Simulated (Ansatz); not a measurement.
# SiH2SF (SMILES F[SiH2][S]) at U-r2SCAN/STO-3G

Aim: the electronic atomisation energy of SiH2SF at U-r2SCAN/STO-3G, from 5 runs. 

Program for the calculation: Ansatz 0.2.0.

61 further runs of the same task are left out: 3 that didn't finish, 58 set aside as unsound or not needed.

## Step 1: The system as given

SiH2SF: 5 atoms, total charge 0, spin state doublet. As SMILES, `F[SiH2][S]`. The coordinates come from a PBE0-D4/def2-TZVP relaxation.

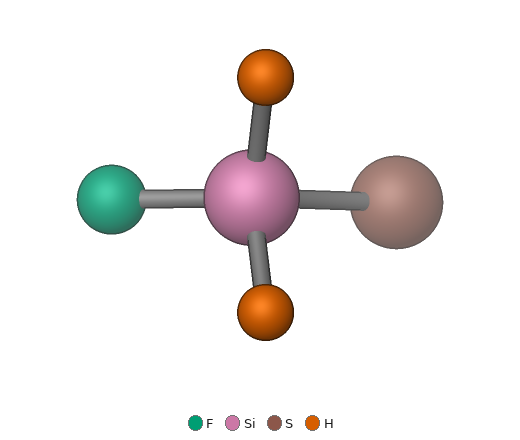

Viewed from a chosen angle; fluorine teal, silicon pink, sulfur brown, hydrogen orange.

## Step 2: A single-point energy at U-r2SCAN/STO-3G

input.yaml

```yaml
crystal:
  periodic: [false, false, false]
  atoms:
    - symbol: F
      position_ang: [-0.324300, -0.023300, 1.585400]
    - symbol: Si
      position_ang: [0.086000, -0.081000, 0.044500]
    - symbol: S
      position_ang: [-1.148000, 1.061300, -1.211000]
    - symbol: H
      position_ang: [-0.023500, -1.493100, -0.391000]
    - symbol: H
      position_ang: [1.459700, 0.462600, -0.069300]
basis:
  gaussian:
    orbitals: STO-3G
total_charge: 0
magnetization:
  spin_polarized: true
  initial_magnetization: 1
hamiltonian:
  xc: {name: r2SCAN}
accuracy: high
```

Command:

```console
ansatz run input.yaml --threads 1 --pin off --max-ram 2610MiB --events-out events.jsonl --progress --plain --runs-dir runs
```

What it wrote:

```text
Warning: RAYON_NUM_THREADS=1 ignored (pool sized by the plan → 1); use --threads N
Functional definition: r2SCAN
  name "r2SCAN"
  parameter k0 = 0.174
  parameter k1 = 0.065
  parameter a1 = 4.9479
  exchange = r2scan_x(k0 = k0, k1 = k1, a1 = a1)
  correlation = r2scan_c
460 factors; integrals over basis functions are off by at most 2.8e-8 eV
mean field evaluation 1: about -21207.7022 eV, gradient 1.5e1 eV
mean field evaluation 2: about -21207.3733 eV, gradient 1.7e1 eV
mean field evaluation 4: about -21209.2828 eV, gradient 5.2e-1 eV
mean field evaluation 8: about -21209.2299 eV, gradient 4.4e-3 eV
mean field evaluation 16: about -21209.2299 eV, gradient 1.1e-4 eV
mean field evaluation 32: about -21209.2147 eV, gradient 2.5e-1 eV
mean field -21209.22993528 eV, -779.4248239892 hartree, gradient 4.1e-8 eV, S^2 0.751841; 3 other end points of the search recorded, 0 dependent functions left out
reference -21209.22993596 eV, -779.4248240142 hartree; 21, 20 occupied and 4, 5 virtual orbitals, 460 factors
Total energy: -21209.22993596 eV, -779.4248240142 hartree
```

Run time: 13 s. Hardware: 1 thread of Arm Neoverse V2, shared host; peak memory 0.26 GiB.

## Step 3: The F atom at the same level

molecule.yaml

```yaml
crystal:
  periodic: [false, false, false]
  atoms:
    - {symbol: F, position_ang: [0.000000, 0.000000, 0.000000]}
basis:
  gaussian: {orbitals: STO-3G}
magnetization: {spin_polarized: true, initial_magnetization: 1}
hamiltonian: {xc: {name: r2SCAN}}
accuracy: high
```

Command:

```console
ansatz run molecule.yaml --threads 1 --pin off --max-ram 2610MiB --events-out events.jsonl --progress --plain --runs-dir runs
```

What it wrote:

```text
Warning: RAYON_NUM_THREADS=1 ignored (pool sized by the plan → 1); use --threads N
[... 7 set-up lines as earlier in the session ...]
15 factors; integrals over basis functions are off by at most 1.2e-9 eV
mean field evaluation 1: about -2673.6189 eV, gradient 3.7e-11 eV
mean field evaluation 2: about -2673.6118 eV, gradient 2.3e-10 eV
mean field -2673.61177762 eV, -98.2534205883 hartree, gradient 0.0e0 eV, S^2 0.750000; 0 other end points of the search recorded, 0 dependent functions left out
reference -2673.61177767 eV, -98.2534205903 hartree; 5, 4 occupied and 0, 1 virtual orbitals, 15 factors
Total energy: -2673.61177767 eV, -98.2534205903 hartree
```

It took 0.52 s on 1 thread of Arm Neoverse V2, shared host; peak memory 0.095 GiB.

## Step 4: The H atom

molecule.yaml

```yaml
crystal:
  periodic: [false, false, false]
  atoms:
    - symbol: H
      position_ang: [0.000000, 0.000000, 0.000000]
basis:
  gaussian: {orbitals: STO-3G}
magnetization: {spin_polarized: true, initial_magnetization: 1}
hamiltonian: {xc: r2scan}
accuracy: high
```

Run the same way, it converges to -0.46646 Eh (log not shown).

## Step 5: The S atom

job.yaml

```yaml
crystal:
  periodic: [false, false, false]
  atoms:
    - symbol: S
      position_ang: [0.000000, 0.000000, 0.000000]
basis:
  gaussian:
    orbitals: STO-3G
hamiltonian:
  xc: r2scan
total_charge: 0
accuracy: high
magnetization:
  spin_polarized: true
  initial_magnetization: 2
```

Command:

```console
ansatz run job.yaml --threads 1 --pin off --max-ram 2610MiB --events-out events.jsonl --progress --plain --runs-dir runs
```

What it wrote:

```text
Warning: RAYON_NUM_THREADS=1 ignored (pool sized by the plan → 1); use --threads N
[... 7 set-up lines as earlier in the session ...]
42 factors; integrals over basis functions are off by at most 2.4e-9 eV
mean field evaluation 1: about -10711.9380 eV, gradient 2.6e-1 eV
mean field evaluation 2: about -10711.9382 eV, gradient 5.4e-3 eV
mean field evaluation 4: about -10711.9310 eV, gradient 4.0e-7 eV
mean field evaluation 8: about -10711.9292 eV, gradient 1.9e-1 eV
mean field evaluation 16: about -10711.6294 eV, gradient 2.4e1 eV
mean field -10711.93097133 eV, -393.6562023888 hartree, gradient 2.1e-9 eV, S^2 2.000000; 2 other end points of the search recorded, 0 dependent functions left out
reference -10711.93097161 eV, -393.6562023990 hartree; 9, 7 occupied and 0, 2 virtual orbitals, 42 factors
Total energy: -10711.93097161 eV, -393.6562023990 hartree
```

Run time: 1.4 s. Hardware: 1 thread of Arm Neoverse V2, shared host; peak memory 0.12 GiB.

## Step 6: The Si atom at the same level

molecule.yaml

```yaml
crystal:
  periodic: [false, false, false]
  atoms:
    - {symbol: Si, position_ang: [0.000000, 0.000000, 0.000000]}
basis:
  gaussian: {orbitals: STO-3G}
total_charge: 0
magnetization: {spin_polarized: true, initial_magnetization: 2}
hamiltonian: {xc: {name: r2SCAN}}
accuracy: high
```

Command:

```console
ansatz run molecule.yaml --threads 1 --pin off --max-ram 2610MiB --events-out events.jsonl --progress --plain --runs-dir runs
```

What it wrote:

```text
Warning: RAYON_NUM_THREADS=1 ignored (pool sized by the plan → 1); use --threads N
[... 7 set-up lines as earlier in the session ...]
42 factors; integrals over basis functions are off by at most 2.5e-9 eV
mean field evaluation 1: about -7780.0741 eV, gradient 5.6e-1 eV
mean field evaluation 2: about -7780.0750 eV, gradient 4.2e-2 eV
mean field evaluation 4: about -7780.0744 eV, gradient 2.5e-3 eV
mean field evaluation 8: about -7780.0744 eV, gradient 1.6e-8 eV
mean field evaluation 16: about -7780.0744 eV, gradient 3.5e-9 eV
mean field -7780.07441249 eV, -285.9124611351 hartree, gradient 3.0e-8 eV, S^2 2.000001; 1 other end points of the search recorded, 0 dependent functions left out
reference -7780.07441300 eV, -285.9124611541 hartree; 8, 6 occupied and 1, 3 virtual orbitals, 42 factors
Total energy: -7780.07441300 eV, -285.9124611541 hartree
```

Wall time 1.6 s (1 thread of Arm Neoverse V2, shared host); peak memory 0.12 GiB.

## Step 7: Outcome

Level: U-r2SCAN/STO-3G.

```
                     quantity          value
       molecule: total energy  -779.42482 Eh
               molecule: ⟨S²⟩          0.752
         F atom: total energy   -98.25342 Eh
                 F atom: ⟨S²⟩          0.750
         H atom: total energy    -0.46646 Eh
                 H atom: ⟨S²⟩          0.750
         S atom: total energy  -393.65620 Eh
                 S atom: ⟨S²⟩          2.000
        Si atom: total energy  -285.91246 Eh
                Si atom: ⟨S²⟩          2.000
electronic atomisation energy      18.227 eV
```

In words: Taking the molecule apart into free atoms costs 18.23 eV (420 kcal/mol), before zero-point energy and without spin-orbit coupling. In a minimal basis such a difference can be off by several eV, whatever the method.
